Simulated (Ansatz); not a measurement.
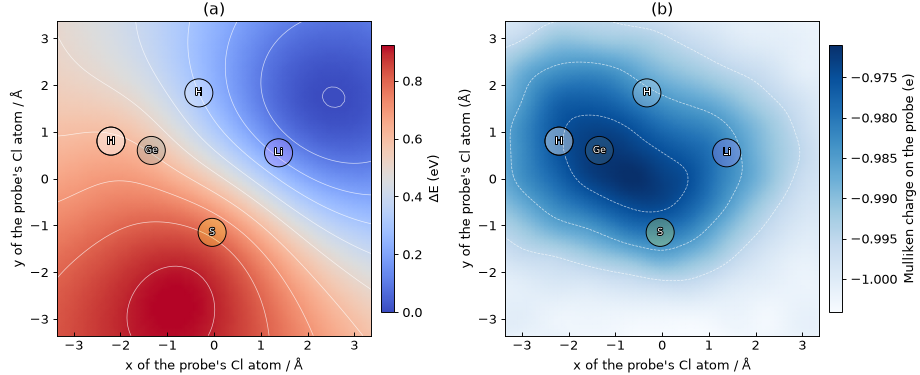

GeH₃LiS (SMILES [Li][S][GeH3]) with the probe Cl-. The probe is moved over a plane parallel to the molecule's main plane, 3.95 Å above it. Coordinates scanned: (1) x of the probe's Cl atom; (2) y of the probe's Cl atom. Nothing is relaxed (molecule and probe rigid). The scan uses a 13 × 13 grid. Points are written as (first, second). Energies are in eV, from the lowest grid point. Method: Ansatz, RHF/def2-SVPD.

Panel (a) is the energy and panel (b) the computed Mulliken charge on the probe on the same grid.

The picture shows a smooth colour map with a few white contour lines, labelled circles for the molecule's atoms, projected on the plane. Between grid points the surface is interpolated.

How does the Mulliken charge on the probe vary over the map, and what is it at the lowest grid point?

Answer. Leaving out the highest fifth of the energies, it runs from −1.00 e at (1.68 Å, −3.36 Å) to −0.97 e at (−0.56 Å, 0.00 Å) [nearest 1 H at 3.26 Å]. At the lowest grid point, (2.80 Å, 1.68 Å), it is −1.00 e.
